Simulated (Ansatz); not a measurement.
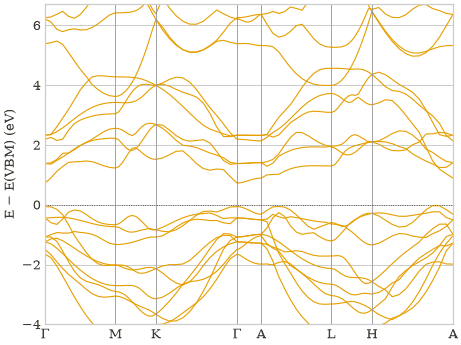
Band structure from the program Ansatz at the PBE level (PAW)

The gap is 0.73 eV; an edge lies off the plotted path or next to a special point (maximum off the standard path, minimum at Γ).

The material is Bi$_{2}$Te$_{3}$ (La2O3 or Ni2Al3 type, space group No. 164).

Space group P-3m1 (La2O3 or Ni2Al3 type). The cell is a constructed one: a structure type filled with these elements; neither database checked (COD, Materials Project) lists it. It is not the phase usual at ambient conditions (space group No. 166). Symmetry was held in the PBE relaxation; whether a distortion lowers the energy is not shown. Spin–orbit coupling is left out wherever it is not named.

Potentials: the later of the program's two PAW sets.
